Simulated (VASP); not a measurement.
Band structure of Sb (relaxed from the hcp structure, space group P6_3/mmc). Computed with PBEsol GGA, VASP's PBE PAW potentials (set 64) (plane waves; VASP).

Unless said otherwise, spin-orbit coupling is left out, though it shifts the bands of the heavy elements here.

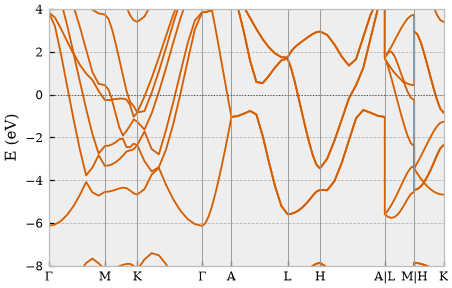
Bands along high-symmetry lines, zero at the valence-band maximum or, without a gap, the Fermi level

### Question
Read the plot: is there a gap, and where are the band edges?

### Answer
It has no gap at this level: it comes out as a metal or semimetal. (Edges off the drawn lines would not show.)

The structure was generated: Sb was put into the hcp type (P6_3/mmc), which need not be its known phase. It was relaxed first, which changed the volume by -5 %.
